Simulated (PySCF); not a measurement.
**Geometry relaxation of Si₂H₄O₂F (part 2 of 2)**

The same run, continued: Si₂H₄O₂F, multiplicity 2, SMILES O[Si](F)O[SiH3]; PBE0-D3(BJ)/def2-SVP geometry optimisation, gas phase (PySCF 2.14.0). 

Geometry of the input (Å):
```
Si 1.1373  0.9717  0.5455
O  -0.3490  0.4026  0.2170
Si -1.5104  -0.7477  0.1124
O  1.9088  1.6198  -0.7361
F  1.9921  -0.2789  1.0311
H  -2.0957  -0.8402  1.4448
H  -0.8427  -1.9983  -0.2858
H  -2.3767  -0.2149  -0.9041
H  2.1806  1.0629  -1.4333
```

**Trajectory as extended XYZ, continued**
```
9
Properties=species:S:1:pos:R:3:forces:R:3 step=16 energy=-22610.81403
Si    1.1184    0.9157    0.4962   -0.0059   0.0588  -0.0196
O    -0.2182    0.1740   -0.1082   -0.0063  -0.0234  -0.0022
Si   -1.4929   -0.8720    0.1314    0.0333  -0.0008   0.0134
O     1.6870    2.0584   -0.5485   -0.0160  -0.0783  -0.0039
F     2.2677   -0.2243    0.6577   -0.0111  -0.0218   0.0088
H    -2.1336   -0.6008    1.4522   -0.0041   0.0100  -0.0071
H    -1.0110   -2.2838    0.1044    0.0118   0.0096  -0.0069
H    -2.4747   -0.6563   -0.9660   -0.0108   0.0050   0.0032
H     2.2392    1.7301   -1.2692    0.0091   0.0409   0.0144
9
Properties=species:S:1:pos:R:3:forces:R:3 step=17 energy=-22610.81503
Si    1.0793    0.9442    0.4566   -0.0135   0.0862  -0.0412
O    -0.2104    0.1276   -0.1537   -0.0192  -0.0149   0.0059
Si   -1.4861   -0.9048    0.1437    0.0539   0.0308   0.0064
O     1.6291    2.0814   -0.6094   -0.0119  -0.1688   0.0198
F     2.2750   -0.1388    0.6670    0.0047  -0.0276   0.0062
H    -2.0600   -0.6274    1.4938   -0.0057   0.0055  -0.0045
H    -1.0169   -2.3194    0.0909    0.0051   0.0060  -0.0057
H    -2.5171   -0.6753   -0.9045   -0.0126   0.0015   0.0003
H     2.2890    1.7537   -1.2345   -0.0008   0.0813   0.0130
9
Properties=species:S:1:pos:R:3:forces:R:3 step=18 energy=-22610.81699
Si    1.0492    0.9565    0.4248    0.0006   0.0571  -0.0395
O    -0.2056    0.0928   -0.1942   -0.0228   0.0097   0.0083
Si   -1.4806   -0.9263    0.1506    0.0376   0.0469  -0.0070
O     1.5921    2.0866   -0.6527   -0.0080  -0.1687   0.0265
F     2.2700   -0.0901    0.6779    0.0145  -0.0054   0.0036
H    -2.0063   -0.6359    1.5176   -0.0018  -0.0064   0.0022
H    -1.0196   -2.3422    0.0840   -0.0085  -0.0051   0.0003
H    -2.5486   -0.6903   -0.8588   -0.0049  -0.0055  -0.0040
H     2.3314    1.7900   -1.1993   -0.0068   0.0774   0.0096
9
Properties=species:S:1:pos:R:3:forces:R:3 step=19 energy=-22610.82291
Si    0.9300    0.9636    0.2399    0.3131  -0.0696   0.0891
O     0.0303   -0.3358   -0.2134    0.0268   0.2105  -0.0446
Si   -1.3953   -1.0858    0.2236   -0.0705   0.0601  -0.0382
O     1.2845    1.9355   -1.0504   -0.0840  -0.1126  -0.0127
F     2.3679    0.4054    0.7749   -0.1374   0.0498   0.0249
H    -1.7916   -0.6510    1.5972    0.0240  -0.0693   0.0165
H    -1.1670   -2.5531    0.1680   -0.0453  -0.0361   0.0277
H    -2.4750   -0.6816   -0.7210   -0.0007  -0.0555  -0.0323
H     2.1981    2.2439   -1.0691   -0.0262   0.0227  -0.0303
9
Properties=species:S:1:pos:R:3:forces:R:3 step=20 energy=-22610.83081
Si    0.9580    0.9840    0.2727    0.1636  -0.0600   0.0945
O    -0.0564   -0.2074   -0.2246   -0.0317   0.1182  -0.0488
Si   -1.4331   -1.0418    0.2098   -0.0447   0.0412  -0.0206
O     1.3721    1.9648   -0.9893   -0.0515  -0.0775  -0.0493
F     2.3365    0.2786    0.7842   -0.0354   0.0577  -0.0014
H    -1.8275   -0.6746    1.6028    0.0169  -0.0449   0.0181
H    -1.1382   -2.4963    0.1119   -0.0370  -0.0293   0.0221
H    -2.5476   -0.6744   -0.7097    0.0250  -0.0287  -0.0233
H     2.3178    2.1083   -1.1079   -0.0052   0.0235   0.0088
9
Properties=species:S:1:pos:R:3:forces:R:3 step=21 energy=-22610.84470
Si    0.9494    1.0402    0.2093    0.2274   0.0612   0.1414
O     0.0361   -0.2929   -0.0453   -0.0554   0.0391  -0.0869
Si   -1.3976   -1.0756    0.2767   -0.0312  -0.0240   0.0098
O     1.3515    1.6928   -1.2516   -0.1071  -0.0470  -0.1231
F     2.3418    0.5896    0.9264   -0.0746  -0.0095   0.0232
H    -1.8106   -0.8191    1.6886    0.0132  -0.0299   0.0068
H    -1.1641   -2.5267    0.0526   -0.0421  -0.0305   0.0254
H    -2.4804   -0.5870   -0.6269    0.0505   0.0076  -0.0196
H     2.1558    2.2199   -1.2801    0.0194   0.0329   0.0229
9
Properties=species:S:1:pos:R:3:forces:R:3 step=22 energy=-22610.85298
Si    0.9625    1.0963    0.1890    0.0952   0.1060  -0.0185
O     0.0882   -0.2817    0.1219   -0.0660  -0.0696   0.0855
Si   -1.3564   -1.0817    0.3279    0.0341  -0.0460  -0.0209
O     1.3730    1.4475   -1.3710   -0.0417   0.0118  -0.0772
F     2.3252    0.8320    1.0378   -0.0786  -0.0549   0.0098
H    -1.8157   -0.9565    1.7425    0.0141   0.0032  -0.0030
H    -1.1283   -2.5127   -0.0102   -0.0168  -0.0101   0.0137
H    -2.4033   -0.5149   -0.5718    0.0247   0.0267  -0.0062
H     1.9366    2.2128   -1.5162    0.0350   0.0329   0.0167
9
Properties=species:S:1:pos:R:3:forces:R:3 step=23 energy=-22610.85416
Si    0.9729    1.0778    0.2033   -0.0114   0.0155  -0.0173
O     0.0460   -0.2615    0.0519   -0.0177  -0.0273   0.0351
Si   -1.3847   -1.0710    0.3073    0.0194  -0.0073  -0.0239
O     1.3584    1.5611   -1.3290    0.0211  -0.0150  -0.0185
F     2.3412    0.6820    0.9872    0.0004  -0.0202   0.0090
H    -1.8238   -0.8988    1.7233   -0.0031   0.0099   0.0015
H    -1.1643   -2.5160    0.0228    0.0142   0.0171   0.0032
H    -2.4355   -0.5348   -0.6046   -0.0125   0.0085   0.0024
H     2.0716    2.2024   -1.4124   -0.0104   0.0188   0.0084
9
Properties=species:S:1:pos:R:3:forces:R:3 step=24 energy=-22610.85643
Si    0.9708    1.0936    0.1902    0.0042   0.0200  -0.0361
O     0.0698   -0.2689    0.1142    0.0155  -0.0028   0.0291
Si   -1.3657   -1.0805    0.3247    0.0076   0.0019  -0.0138
O     1.3624    1.4881   -1.3671   -0.0045   0.0000   0.0102
F     2.3347    0.7664    1.0118   -0.0136  -0.0224   0.0097
H    -1.8284   -0.9365    1.7363   -0.0020   0.0016  -0.0022
H    -1.1376   -2.5177    0.0127    0.0037   0.0021   0.0005
H    -2.4027   -0.5225   -0.5910   -0.0063   0.0013  -0.0004
H     1.9785    2.2190   -1.4821   -0.0047  -0.0017   0.0030
9
Properties=species:S:1:pos:R:3:forces:R:3 step=25 energy=-22610.85669
Si    0.9753    1.1057    0.1928   -0.0010   0.0007  -0.0271
O     0.0821   -0.2629    0.1651    0.0162   0.0088   0.0249
Si   -1.3526   -1.0836    0.3327   -0.0057   0.0057  -0.0099
O     1.3520    1.4528   -1.3793   -0.0036   0.0154   0.0067
F     2.3411    0.8002    1.0188   -0.0030  -0.0087   0.0054
H    -1.8479   -0.9559    1.7346   -0.0007  -0.0050  -0.0004
H    -1.1066   -2.5154    0.0107   -0.0056  -0.0073   0.0000
H    -2.3740   -0.5211   -0.5985   -0.0009  -0.0051  -0.0022
H     1.9123    2.2215   -1.5270    0.0043  -0.0046   0.0027
9
Properties=species:S:1:pos:R:3:forces:R:3 step=26 energy=-22610.85694
Si    0.9792    1.1039    0.1983   -0.0025  -0.0051  -0.0055
O     0.0810   -0.2613    0.1703    0.0108   0.0150   0.0084
Si   -1.3537   -1.0832    0.3294   -0.0098   0.0045  -0.0050
O     1.3443    1.4649   -1.3733   -0.0016   0.0012   0.0055
F     2.3493    0.7829    1.0111    0.0029   0.0011   0.0004
H    -1.8608   -0.9490    1.7266   -0.0002  -0.0049  -0.0009
H    -1.1029   -2.5164    0.0174   -0.0060  -0.0063  -0.0013
H    -2.3693   -0.5275   -0.6123    0.0029  -0.0047  -0.0035
H     1.9147    2.2269   -1.5175    0.0034  -0.0008   0.0019
```

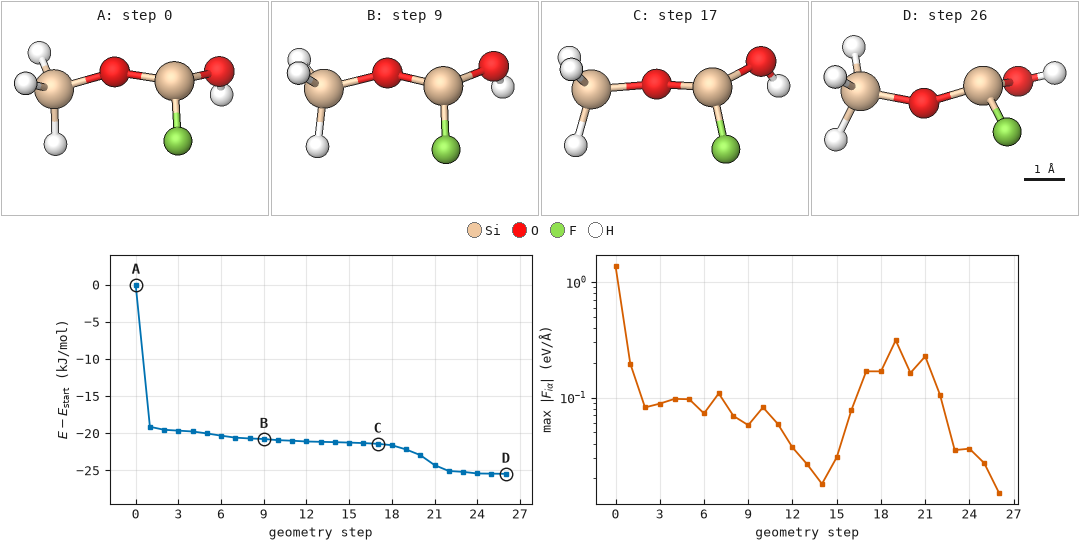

Figure 1. Frames of the relaxation (ball-and-stick view, seen at an oblique angle) above the curves, on which the letters mark them (steps are counted from 0).

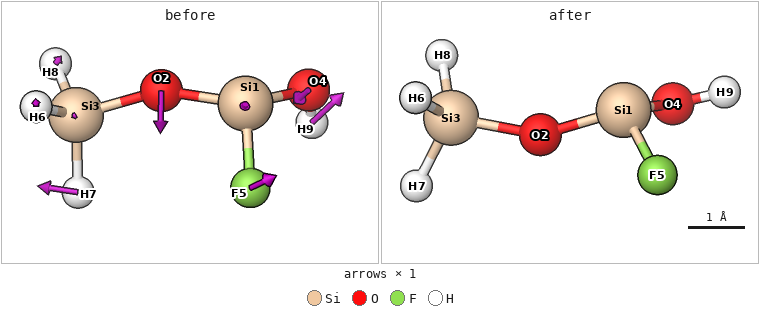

Figure 2. Before (left) and after (right) the relaxation, at one scale (ball-and-stick view, seen at an oblique angle). The pink arrows give the displacements, at true length. After 26 geometry steps the energy has fallen by 25.5 kJ/mol. The largest force component goes from 1.4 to 0.015 eV/Å. The atom that moves furthest after the best rigid fit is H9 (0.90 Å). Largest moves by element: H 0.90 Å, O 0.80 Å, F 0.64 Å, Si 0.21 Å. Among the contacts that change: Si3–H8 1.438 → 1.492 Å, Si1–F5 1.591 → 1.625 Å, Si3–H6 1.458 → 1.492 Å, O4–H9 0.933 → 0.963 Å. Among the angles that change: O2–Si3–H8 102.2° → 110.1°, O2–Si1–O4 114.4° → 106.7°, H6–Si3–H8 115.3° → 109.0°. (Atoms are counted from 1 in the order of the input.)

**Summary**

```csv
quantity,value
outcome,converged
total energy,−830.933673 hartree
⟨S²⟩,0.752
dipole moment,1.60 D
point group,C1
wall time,3.5 min
peak memory,0.49 GiB
```
